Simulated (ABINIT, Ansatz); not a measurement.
# AlSbTe3 (Pm-3m): zone-centre phonons, part 3 of 5

Aim: the zone-centre modes of AlSbTe3 (Pm-3m).

ABINIT 10.8.3; DFT LDA, scalar-relativistic, plane waves, HGH norm-conserving pseudopotentials.

So far. Step 2 (Relaxing the cell and atoms): The volume changes by +1.1 % from the cell with which this run began. Step 4 (Zone-centre response): The acoustic modes at Γ come out as far as 0.9 cm⁻¹ from zero, where they should vanish, a small numerical error. The lowest optical mode is imaginary, 95i cm⁻¹, an instability at this level and on this k mesh. The relaxed cell has a = 5.200 Å (conventional setting).

The structure was built from a prototype and need not be the compound's stable phase.

## Step 5: Modes with the sum rule

anaddb reads the merged derivatives and imposes the acoustic sum rule.

anaddb.abi

```
ddb_filepath "gamma_DDB"
output_file "anaddb.abo"
outdata_prefix "anaddb"
asr 1
chneut 1
enunit 2
eivec 1
nph1l 1
qph1l 0.0 0.0 0.0 1.0
```

mrgddb.in

```
gamma_DDB
merged
2
dfpt_gammao_DDB
gso_DDB
```

On the command line:

```
mrgddb < mrgddb.in > mrgddb.log
OMP_NUM_THREADS=1 anaddb anaddb.abi > anaddb.log
```

anaddb.abo, the main output file:

```text
-outvars_anaddb: echo values of input variables ----------------------

 Miscellaneous information :
      enunit         2
       eivec         1
         asr         1
 First list of wavevector (reduced coord.) :
       nph1l         1
       qph1l
                     0.00000000E+00  0.00000000E+00  0.00000000E+00    1.000E+00

================================================================================

 read the DDB information and perform some checks

  ==== Info on the Cryst% object ====
 Real(R)+Recip(G) space primitive vectors, cartesian coordinates (Bohr,Bohr^-1):
 R(1)=  9.8258775  0.0000000  0.0000000  G(1)=  0.1017721  0.0000000  0.0000000
 R(2)=  0.0000000  9.8258775  0.0000000  G(2)=  0.0000000  0.1017721  0.0000000
 R(3)=  0.0000000  0.0000000  9.8258775  G(3)=  0.0000000  0.0000000  0.1017721
 Unit cell volume ucvol=  9.4866753E+02 bohr^3
 Angles (23,13,12)=  9.00000000E+01  9.00000000E+01  9.00000000E+01 degrees
 Time-reversal symmetry is present
 Reduced atomic positions [iatom, xred, symbol]:
    1)    0.0000000  0.0000000  0.0000000  Sb
    2)    0.5000000  0.5000000  0.5000000  Al
    3)    0.5000000  0.5000000  0.0000000  Te
    4)    0.5000000  0.0000000  0.5000000  Te
    5)    0.0000000  0.5000000  0.5000000  Te

 DDB file with 3 blocks has been read.

================================================================================

 Treat the first list of vectors

  Phonon wavevector (reduced coordinates) :  0.00000  0.00000  0.00000
 Phonon energies in Hartree :
  -4.313867E-04 -4.313867E-04 -4.313867E-04 -2.488131E-04 -2.488131E-04
  -2.488131E-04  0.000000E+00  0.000000E+00  0.000000E+00  5.823901E-05
   5.823901E-05  5.823901E-05  1.377870E-03  1.377870E-03  1.377870E-03
 Phonon energies in meV     :
- -1.173863E+01 -1.173863E+01 -1.173863E+01 -6.770550E+00 -6.770550E+00
- -6.770550E+00  0.000000E+00  0.000000E+00  0.000000E+00  1.584764E+00
-  1.584764E+00  1.584764E+00  3.749376E+01  3.749376E+01  3.749376E+01
 Phonon frequencies in cm-1    :
- -9.467845E+01 -9.467845E+01 -9.467845E+01 -5.460817E+01 -5.460817E+01
- -5.460817E+01  0.000000E+00  0.000000E+00  0.000000E+00  1.278199E+01
-  1.278199E+01  1.278199E+01  3.024076E+02  3.024076E+02  3.024076E+02
 Phonon frequencies in Thz     :
- -2.838388E+00 -2.838388E+00 -2.838388E+00 -1.637112E+00 -1.637112E+00
- -1.637112E+00  0.000000E+00  0.000000E+00  0.000000E+00  3.831943E-01
-  3.831943E-01  3.831943E-01  9.065950E+00  9.065950E+00  9.065950E+00
 Phonon energies in Kelvin  :
- -1.362212E+02 -1.362212E+02 -1.362212E+02 -7.856897E+01 -7.856897E+01
- -7.856897E+01  0.000000E+00  0.000000E+00  0.000000E+00  1.839043E+01
-  1.839043E+01  1.839043E+01  4.350970E+02  4.350970E+02  4.350970E+02

 Eigendisplacements
 (will be given, for each mode : in cartesian coordinates
   for each atom the real part of the displacement vector,
   then the imaginary part of the displacement vector - absolute values smaller than 1.0d-7 are set to zero)
  Mode number    1   Energy   -4.313867E-04
 Attention : low frequency mode.
   (Could be unstable or acoustic mode)
-  1  0.00000000E+00  0.00000000E+00 -1.70041175E-03
-     0.00000000E+00  0.00000000E+00  0.00000000E+00
-  2  0.00000000E+00  0.00000000E+00 -4.03155282E-04
-     0.00000000E+00  0.00000000E+00  0.00000000E+00
-  3  0.00000000E+00  0.00000000E+00 -2.72786512E-05
-     0.00000000E+00  0.00000000E+00  0.00000000E+00
-  4  0.00000000E+00  0.00000000E+00  8.67523807E-04
-     0.00000000E+00  0.00000000E+00  0.00000000E+00
-  5  0.00000000E+00  0.00000000E+00  8.67523807E-04
-     0.00000000E+00  0.00000000E+00  0.00000000E+00
  Mode number    2   Energy   -4.313867E-04
 Attention : low frequency mode.
   (Could be unstable or acoustic mode)
-  1  0.00000000E+00  1.70041175E-03  0.00000000E+00
-     0.00000000E+00  0.00000000E+00  0.00000000E+00
-  2  0.00000000E+00  4.03155282E-04  0.00000000E+00
-     0.00000000E+00  0.00000000E+00  0.00000000E+00
-  3  0.00000000E+00 -8.67523807E-04  0.00000000E+00
-     0.00000000E+00  0.00000000E+00  0.00000000E+00
-  4  0.00000000E+00  2.72786512E-05  0.00000000E+00
-     0.00000000E+00  0.00000000E+00  0.00000000E+00
-  5  0.00000000E+00 -8.67523807E-04  0.00000000E+00
-     0.00000000E+00  0.00000000E+00  0.00000000E+00
  Mode number    3   Energy   -4.313867E-04
 Attention : low frequency mode.
   (Could be unstable or acoustic mode)
-  1  1.70041175E-03  0.00000000E+00  0.00000000E+00
-     0.00000000E+00  0.00000000E+00  0.00000000E+00
-  2  4.03155282E-04  0.00000000E+00  0.00000000E+00
-     0.00000000E+00  0.00000000E+00  0.00000000E+00
-  3 -8.67523807E-04  0.00000000E+00  0.00000000E+00
-     0.00000000E+00  0.00000000E+00  0.00000000E+00
-  4 -8.67523807E-04  0.00000000E+00  0.00000000E+00
-     0.00000000E+00  0.00000000E+00  0.00000000E+00
-  5  2.72786512E-05  0.00000000E+00  0.00000000E+00
-     0.00000000E+00  0.00000000E+00  0.00000000E+00
  Mode number    4   Energy   -2.488131E-04
 Attention : low frequency mode.
   (Could be unstable or acoustic mode)
-  1  0.00000000E+00  0.00000000E+00  0.00000000E+00
-     0.00000000E+00  0.00000000E+00  0.00000000E+00
-  2  0.00000000E+00  0.00000000E+00  0.00000000E+00
-     0.00000000E+00  0.00000000E+00  0.00000000E+00
-  3  0.00000000E+00  0.00000000E+00  0.00000000E+00
-     0.00000000E+00  0.00000000E+00  0.00000000E+00
-  4  0.00000000E+00  0.00000000E+00  1.46615408E-03
-     0.00000000E+00  0.00000000E+00  0.00000000E+00
-  5  0.00000000E+00  0.00000000E+00 -1.46615408E-03
-     0.00000000E+00  0.00000000E+00  0.00000000E+00
  Mode number    5   Energy   -2.488131E-04
 Attention : low frequency mode.
   (Could be unstable or acoustic mode)
-  1  0.00000000E+00  0.00000000E+00  0.00000000E+00
-     0.00000000E+00  0.00000000E+00  0.00000000E+00
-  2  0.00000000E+00  0.00000000E+00  0.00000000E+00
-     0.00000000E+00  0.00000000E+00  0.00000000E+00
-  3  0.00000000E+00  1.46615408E-03  0.00000000E+00
-     0.00000000E+00  0.00000000E+00  0.00000000E+00
-  4  0.00000000E+00  0.00000000E+00  0.00000000E+00
-     0.00000000E+00  0.00000000E+00  0.00000000E+00
-  5  0.00000000E+00 -1.46615408E-03  0.00000000E+00
-     0.00000000E+00  0.00000000E+00  0.00000000E+00
  Mode number    6   Energy   -2.488131E-04
 Attention : low frequency mode.
   (Could be unstable or acoustic mode)
-  1  0.00000000E+00  0.00000000E+00  0.00000000E+00
-     0.00000000E+00  0.00000000E+00  0.00000000E+00
-  2  0.00000000E+00  0.00000000E+00  0.00000000E+00
-     0.00000000E+00  0.00000000E+00  0.00000000E+00
-  3  1.46615408E-03  0.00000000E+00  0.00000000E+00
-     0.00000000E+00  0.00000000E+00  0.00000000E+00
-  4 -1.46615408E-03  0.00000000E+00  0.00000000E+00
-     0.00000000E+00  0.00000000E+00  0.00000000E+00
-  5  0.00000000E+00  0.00000000E+00  0.00000000E+00
-     0.00000000E+00  0.00000000E+00  0.00000000E+00
  Mode number    7   Energy    0.000000E+00
 Attention : low frequency mode.
   (Could be unstable or acoustic mode)
-  1  0.00000000E+00  0.00000000E+00  1.01583774E-03
-     0.00000000E+00  0.00000000E+00  0.00000000E+00
-  2  0.00000000E+00  0.00000000E+00  1.01614940E-03
-     0.00000000E+00  0.00000000E+00  0.00000000E+00
-  3  0.00000000E+00  0.00000000E+00  1.01605591E-03
-     0.00000000E+00  0.00000000E+00  0.00000000E+00
-  4  0.00000000E+00  0.00000000E+00  1.01584117E-03
-     0.00000000E+00  0.00000000E+00  0.00000000E+00
-  5  0.00000000E+00  0.00000000E+00  1.01584117E-03
-     0.00000000E+00  0.00000000E+00  0.00000000E+00
  Mode number    8   Energy    0.000000E+00
 Attention : low frequency mode.
   (Could be unstable or acoustic mode)
-  1  0.00000000E+00 -1.01583774E-03  0.00000000E+00
-     0.00000000E+00  0.00000000E+00  0.00000000E+00
-  2  0.00000000E+00 -1.01614940E-03  0.00000000E+00
-     0.00000000E+00  0.00000000E+00  0.00000000E+00
-  3  0.00000000E+00 -1.01584117E-03  0.00000000E+00
-     0.00000000E+00  0.00000000E+00  0.00000000E+00
-  4  0.00000000E+00 -1.01605591E-03  0.00000000E+00
-     0.00000000E+00  0.00000000E+00  0.00000000E+00
-  5  0.00000000E+00 -1.01584117E-03  0.00000000E+00
-     0.00000000E+00  0.00000000E+00  0.00000000E+00
  Mode number    9   Energy    0.000000E+00
 Attention : low frequency mode.
   (Could be unstable or acoustic mode)
-  1  1.01583774E-03  0.00000000E+00  0.00000000E+00
-     0.00000000E+00  0.00000000E+00  0.00000000E+00
-  2  1.01614941E-03  0.00000000E+00  0.00000000E+00
-     0.00000000E+00  0.00000000E+00  0.00000000E+00
-  3  1.01584117E-03  0.00000000E+00  0.00000000E+00
-     0.00000000E+00  0.00000000E+00  0.00000000E+00
-  4  1.01584117E-03  0.00000000E+00  0.00000000E+00
-     0.00000000E+00  0.00000000E+00  0.00000000E+00
-  5  1.01605591E-03  0.00000000E+00  0.00000000E+00
-     0.00000000E+00  0.00000000E+00  0.00000000E+00
  Mode number   10   Energy    5.823901E-05
-  1  0.00000000E+00  0.00000000E+00 -7.62970103E-04
-     0.00000000E+00  0.00000000E+00  0.00000000E+00
-  2  0.00000000E+00  0.00000000E+00  2.17616878E-03
-     0.00000000E+00  0.00000000E+00  0.00000000E+00
-  3  0.00000000E+00  0.00000000E+00  1.43537531E-03
-     0.00000000E+00  0.00000000E+00  0.00000000E+00
-  4  0.00000000E+00  0.00000000E+00 -5.83985974E-04
-     0.00000000E+00  0.00000000E+00  0.00000000E+00
-  5  0.00000000E+00  0.00000000E+00 -5.83985974E-04
-     0.00000000E+00  0.00000000E+00  0.00000000E+00
  Mode number   11   Energy    5.823901E-05
-  1  0.00000000E+00  7.62970103E-04  0.00000000E+00
-     0.00000000E+00  0.00000000E+00  0.00000000E+00
-  2  0.00000000E+00 -2.17616878E-03  0.00000000E+00
-     0.00000000E+00  0.00000000E+00  0.00000000E+00
-  3  0.00000000E+00  5.83985974E-04  0.00000000E+00
-     0.00000000E+00  0.00000000E+00  0.00000000E+00
-  4  0.00000000E+00 -1.43537531E-03  0.00000000E+00
-     0.00000000E+00  0.00000000E+00  0.00000000E+00
-  5  0.00000000E+00  5.83985974E-04  0.00000000E+00
-     0.00000000E+00  0.00000000E+00  0.00000000E+00
  Mode number   12   Energy    5.823901E-05
-  1  7.62970103E-04  0.00000000E+00  0.00000000E+00
-     0.00000000E+00  0.00000000E+00  0.00000000E+00
-  2 -2.17616878E-03  0.00000000E+00  0.00000000E+00
-     0.00000000E+00  0.00000000E+00  0.00000000E+00
-  3  5.83985974E-04  0.00000000E+00  0.00000000E+00
-     0.00000000E+00  0.00000000E+00  0.00000000E+00
-  4  5.83985974E-04  0.00000000E+00  0.00000000E+00
-     0.00000000E+00  0.00000000E+00  0.00000000E+00
-  5 -1.43537531E-03  0.00000000E+00  0.00000000E+00
-     0.00000000E+00  0.00000000E+00  0.00000000E+00
  Mode number   13   Energy    1.377870E-03
-  1  0.00000000E+00  0.00000000E+00  1.51313512E-05
-     0.00000000E+00  0.00000000E+00  0.00000000E+00
-  2  0.00000000E+00  0.00000000E+00 -3.79484804E-03
-     0.00000000E+00  0.00000000E+00  0.00000000E+00
-  3  0.00000000E+00  0.00000000E+00  1.09808905E-03
-     0.00000000E+00  0.00000000E+00  0.00000000E+00
-  4  0.00000000E+00  0.00000000E+00 -1.55039791E-04
-     0.00000000E+00  0.00000000E+00  0.00000000E+00
-  5  0.00000000E+00  0.00000000E+00 -1.55039791E-04
-     0.00000000E+00  0.00000000E+00  0.00000000E+00
  Mode number   14   Energy    1.377870E-03
-  1  0.00000000E+00 -1.51313512E-05  0.00000000E+00
-     0.00000000E+00  0.00000000E+00  0.00000000E+00
-  2  0.00000000E+00  3.79484804E-03  0.00000000E+00
-     0.00000000E+00  0.00000000E+00  0.00000000E+00
-  3  0.00000000E+00  1.55039791E-04  0.00000000E+00
-     0.00000000E+00  0.00000000E+00  0.00000000E+00
-  4  0.00000000E+00 -1.09808905E-03  0.00000000E+00
-     0.00000000E+00  0.00000000E+00  0.00000000E+00
-  5  0.00000000E+00  1.55039791E-04  0.00000000E+00
-     0.00000000E+00  0.00000000E+00  0.00000000E+00
  Mode number   15   Energy    1.377870E-03
-  1  1.51313512E-05  0.00000000E+00  0.00000000E+00
-     0.00000000E+00  0.00000000E+00  0.00000000E+00
-  2 -3.79484804E-03  0.00000000E+00  0.00000000E+00
-     0.00000000E+00  0.00000000E+00  0.00000000E+00
-  3 -1.55039791E-04  0.00000000E+00  0.00000000E+00
-     0.00000000E+00  0.00000000E+00  0.00000000E+00
-  4 -1.55039791E-04  0.00000000E+00  0.00000000E+00
-     0.00000000E+00  0.00000000E+00  0.00000000E+00
-  5  1.09808905E-03  0.00000000E+00  0.00000000E+00
-     0.00000000E+00  0.00000000E+00  0.00000000E+00

 Analysis of degeneracies and characters (maximum tolerance=1.00E-06 a.u.)
 For each vibration mode, or group of modes if degenerate,
 the characters are given for each symmetry operation (see the list in the log file).
 Symmetry characters of vibration mode #   1
       degenerate with vibration modes #   2 to    3
  3.0 -3.0 -1.0  1.0 -1.0  1.0 -1.0  1.0  1.0 -1.0 -1.0  1.0  1.0 -1.0 -1.0  1.0
  0.0 -0.0  0.0 -0.0  0.0 -0.0 -0.0  0.0  1.0 -1.0 -1.0  1.0 -1.0  1.0  1.0 -1.0
  0.0 -0.0  0.0 -0.0 -0.0  0.0  0.0 -0.0  1.0 -1.0  1.0 -1.0 -1.0  1.0 -1.0  1.0
 Symmetry characters of vibration mode #   4
       degenerate with vibration modes #   5 to    6
  3.0 -3.0 -1.0  1.0 -1.0  1.0 -1.0  1.0 -1.0  1.0  1.0 -1.0 -1.0  1.0  1.0 -1.0
 -0.0  0.0 -0.0  0.0  0.0 -0.0  0.0 -0.0 -1.0  1.0  1.0 -1.0  1.0 -1.0 -1.0  1.0
 -0.0  0.0  0.0 -0.0  0.0 -0.0 -0.0  0.0 -1.0  1.0 -1.0  1.0  1.0 -1.0  1.0 -1.0
 Symmetry characters of vibration mode #   7
       degenerate with vibration modes #   8 to    9
  3.0 -3.0 -1.0  1.0 -1.0  1.0 -1.0  1.0  1.0 -1.0 -1.0  1.0  1.0 -1.0 -1.0  1.0
  0.0 -0.0  0.0 -0.0 -0.0  0.0 -0.0  0.0  1.0 -1.0 -1.0  1.0 -1.0  1.0  1.0 -1.0
  0.0 -0.0 -0.0  0.0 -0.0  0.0  0.0 -0.0  1.0 -1.0  1.0 -1.0 -1.0  1.0 -1.0  1.0
 Symmetry characters of vibration mode #  10
       degenerate with vibration modes #  11 to   12
  3.0 -3.0 -1.0  1.0 -1.0  1.0 -1.0  1.0  1.0 -1.0 -1.0  1.0  1.0 -1.0 -1.0  1.0
 -0.0  0.0  0.0 -0.0 -0.0  0.0  0.0 -0.0  1.0 -1.0 -1.0  1.0 -1.0  1.0  1.0 -1.0
 -0.0  0.0 -0.0  0.0  0.0 -0.0  0.0 -0.0  1.0 -1.0  1.0 -1.0 -1.0  1.0 -1.0  1.0
 Symmetry characters of vibration mode #  13
       degenerate with vibration modes #  14 to   15
  3.0 -3.0 -1.0  1.0 -1.0  1.0 -1.0  1.0  1.0 -1.0 -1.0  1.0  1.0 -1.0 -1.0  1.0
 -0.0  0.0 -0.0  0.0  0.0 -0.0  0.0 -0.0  1.0 -1.0 -1.0  1.0 -1.0  1.0  1.0 -1.0
 -0.0  0.0  0.0 -0.0  0.0 -0.0 -0.0  0.0  1.0 -1.0  1.0 -1.0 -1.0  1.0 -1.0  1.0
-
```

Wall time 0.82 s (1 thread of Intel Xeon at 2.70GHz, shared host).

Numbers from this step:

```yaml
lowest_optical_zone_centre_mode: -94.68 cm⁻¹
```

No LO-TO term; unit eigenvectors of the mass-weighted matrix, from anaddb's displacements. The modes at Γ (shares of kinetic energy by element, %) (negative means imaginary):

```tsv
mode	frequency (cm⁻¹)	symmetry	Sb %	Al %	Te %
1	-94.7	T1u	64	1	35
2	-94.7	T1u	64	1	35
3	-94.7	T1u	64	1	35
4	-54.6	T2u	0	0	100
5	-54.6	T2u	0	0	100
6	-54.6	T2u	0	0	100
7	0.0	acoustic	23	5	72
8	0.0	acoustic	23	5	72
9	0.0	acoustic	23	5	72
10	12.8	T1u	13	23	64
11	12.8	T1u	13	23	64
12	12.8	T1u	13	23	64
13	302.4	T1u	0	71	29
14	302.4	T1u	0	71	29
15	302.4	T1u	0	71	29
```

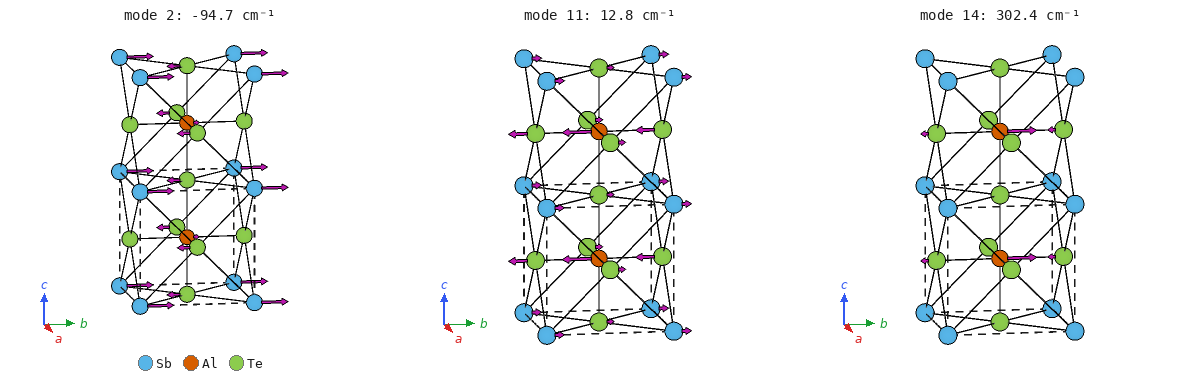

Displacement patterns of modes 2, 11 and 14 at Γ; arrows are exaggerated. 1×1×2 cells are drawn. Some periodic images of atoms are drawn too.

The rule moves no optical mode by more than 0.1 cm⁻¹.

[end of part 3 of 5]

[Host names and launcher messages were left out of these logs when they were recorded.]

[Logs are printed without paths, hosts, clocks, repeated set-up lines and the standing remarks that a program may print on its own settings, such as how far it seeks lower states.]

[Hosts, paths, dates, database ids (printed as entryN), source tags and the programs' standing remarks are cut or masked in the printed files.]
